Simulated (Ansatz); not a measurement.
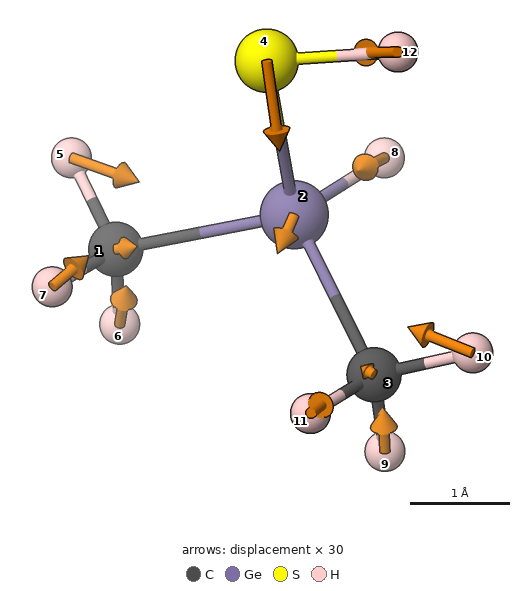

This is a relaxation of C2H8GeS. The starting structure is drawn; orange arrows show the displacements, 30 times their true length. The two geometries are superimposed by the best rigid fit.

A ball-and-stick model, seen at a tilt.

The start comes from PBE-D4/def2-SVP.

Theory: Ansatz 0.2.0, RKS PBE0-D4/def2-TZVP.

Input file:
```yaml
crystal:
  periodic: [false, false, false]
  atoms:
    - {symbol: C, position_ang: [-0.731199, 1.022775, -1.297388]}
    - {symbol: Ge, position_ang: [-0.462972, -0.146825, 0.255582]}
    - {symbol: C, position_ang: [1.352905, 0.033579, 0.988223]}
    - {symbol: S, position_ang: [-0.772591, -2.242070, -0.537208]}
    - {symbol: H, position_ang: [-1.749956, 0.893972, -1.710944]}
    - {symbol: H, position_ang: [-0.600173, 2.081946, -0.999171]}
    - {symbol: H, position_ang: [0.007916, 0.781548, -2.086083]}
    - {symbol: H, position_ang: [-1.520137, 0.148974, 1.361998]}
    - {symbol: H, position_ang: [1.516409, 1.068649, 1.350941]}
    - {symbol: H, position_ang: [1.504927, -0.663764, 1.834997]}
    - {symbol: H, position_ang: [2.098495, -0.195977, 0.202396]}
    - {symbol: H, position_ang: [-0.566626, -2.838008, 0.670758]}
basis:
  gaussian: {orbitals: def2-TZVP}
hamiltonian: {xc: pbe0, dispersion: d4}
relax: {f_tol: 0.005, max_steps: 150}
```

Command:
```bash
ansatz run in.yaml --threads 4 --pin off --events-out ev --progress --plain --max-ram 10444MiB
```

What happened in the run?

Answer. Over 6 geometry steps the energy falls by 1.01 kcal/mol. Largest force component: 0.59 eV/Å at the start, 0.0031 eV/Å at the end. The largest moves after the best rigid fit, 0.033 Å, are those of S4 and H12. By element the largest moves are H 0.033 Å, S 0.033 Å, Ge 0.015 Å, C 0.009 Å. Near-neighbour distances that change, for instance: Ge2–S4 2.262 → 2.237 Å, S4–H12 1.363 → 1.343 Å, C1–H5 1.107 → 1.090 Å, Ge2–C3 1.966 → 1.950 Å.
